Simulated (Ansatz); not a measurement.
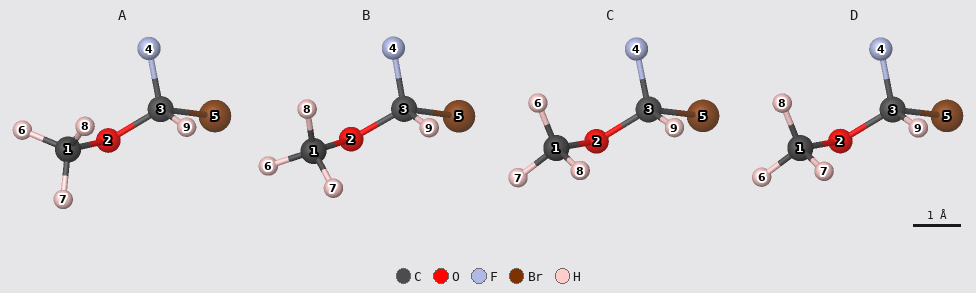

4 geometries from a converged minimum-energy path of C$_{2}$H$_{4}$BrFO, shuffled. Style: ball-and-stick. Shown at a tilt.

Computed with Ansatz 0.2.0, RKS PBE0-D4/def2-SVP. Run with 5 movable images; climbing image; force threshold 0.03 eV/Å; iteration limit 60; starting path through a guess of the saddle point.

> Which frame is the top of the path?

A. In order along the path, whose images run from 0 to 6: C (image 0, 0.0 kJ/mol), A (image 3, +6.4 kJ/mol), B (image 5, +1.1 kJ/mol), D (image 6, 0.0 kJ/mol). The motion is a rotation about the C1–O2 bond by about 120°. No bond forms or breaks between the ends. Bond angles that change up to the highest image, for instance: O2–C1–H7 106.8° → 109.3°, O2–C1–H6 111.3° → 108.9°.
